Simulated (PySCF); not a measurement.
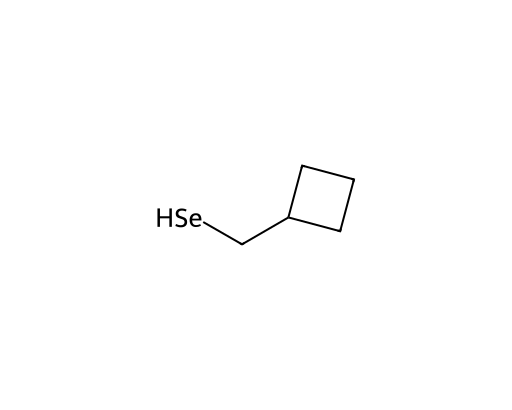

The computed structure is the end point of a PBE0-D3(BJ)/def2-SVP optimisation. No frequency run is at hand to confirm it as a minimum. Program: PySCF 2.14.0.

At this fixed geometry, give dipole (D), HOMO energy (eV), HOMO–LUMO gap (eV) at these levels: B3LYP/pcSseg-1; B97-D/pcSseg-1; KT2/pcSseg-1; KT3/pcSseg-1; PBE0/pcSseg-1; mPW1PW91/pcSseg-1.

```json
{"level": "B3LYP/pcSseg-1", "dipole (D)": "1.47", "HOMO energy (eV)": "−6.15", "HOMO–LUMO gap (eV)": "6.22"}
{"level": "B97-D/pcSseg-1", "dipole (D)": "1.51", "HOMO energy (eV)": "−5.19", "HOMO–LUMO gap (eV)": "4.66"}
{"level": "KT2/pcSseg-1", "dipole (D)": "1.49", "HOMO energy (eV)": "−5.30", "HOMO–LUMO gap (eV)": "4.61"}
{"level": "KT3/pcSseg-1", "dipole (D)": "1.44", "HOMO energy (eV)": "−5.28", "HOMO–LUMO gap (eV)": "4.64"}
{"level": "PBE0/pcSseg-1", "dipole (D)": "1.57", "HOMO energy (eV)": "−6.42", "HOMO–LUMO gap (eV)": "6.73"}
{"level": "mPW1PW91/pcSseg-1", "dipole (D)": "1.58", "HOMO energy (eV)": "−6.45", "HOMO–LUMO gap (eV)": "6.75"}
```
